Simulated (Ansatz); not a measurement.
The figure comes from a scan of VSi₂ (CrSi2 type, space group P6_222): the cell is scaled evenly about its relaxed volume V₀. Level of theory: PBE (plane waves to 420 eV, PAW, scalar-relativistic; Ansatz, an electronic-structure program). k mesh 12×12×8 (Γ-centred), Fermi-Dirac smearing 0.05 eV. Energies are smeared free energies. VSi2 is run without spin polarisation. VSi2 was relaxed with its symmetry unable to fall. ΔE is measured from the relaxed starting cell.

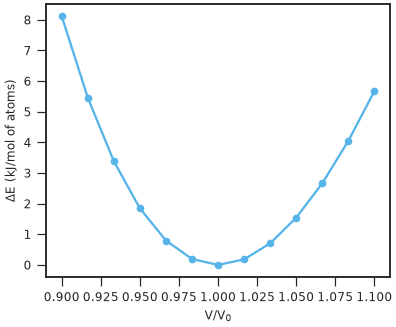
Fig. 1. ΔE (kJ/mol of atoms) against V/V₀; one marker a computed point.

Q: List the plotted points as numbers.

A: To the nearest 0.2:

```csv
V/V₀,ΔE (kJ/mol of atoms)
0.900,8.2
0.917,5.4
0.933,3.4
0.950,1.8
0.967,0.8
0.983,0.2
1.000,0.0
1.017,0.2
1.033,0.8
1.050,1.6
1.067,2.6
1.083,4.0
1.100,5.6
```

(A scan under strain: stresses follow from slopes of the energy per volume, elastic moduli from its curvatures.)
